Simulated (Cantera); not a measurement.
A closed system holds: 1 mol SiC, 0.44 mol C, 0.062 mol H₂, at 10000 Pa.

Cantera equilibrium calculation (NASA polynomials, part measured and part estimated; ideal gas, pure solids and liquids). Candidate condensed phases: C, C₆H₆, C₇H₈, C₈H₁₈, Si, SiC; 87 gas species. Gases not in the tables: Si₂H₆ and higher silanes. Kinetics and transport are ignored.

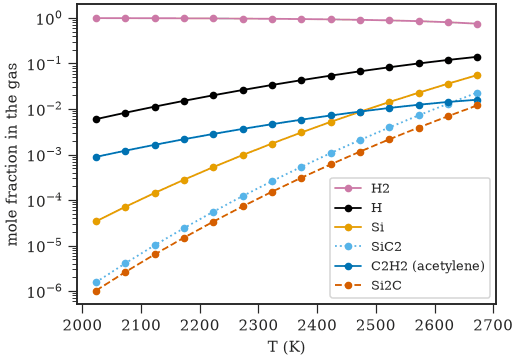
Equilibrium gas composition (values under 1e-9 drawn at 1e-9)

From 2023 K to 2673 K the condensed part is C(graphite) + SiC(s). The main Si-bearing gas is Si throughout.
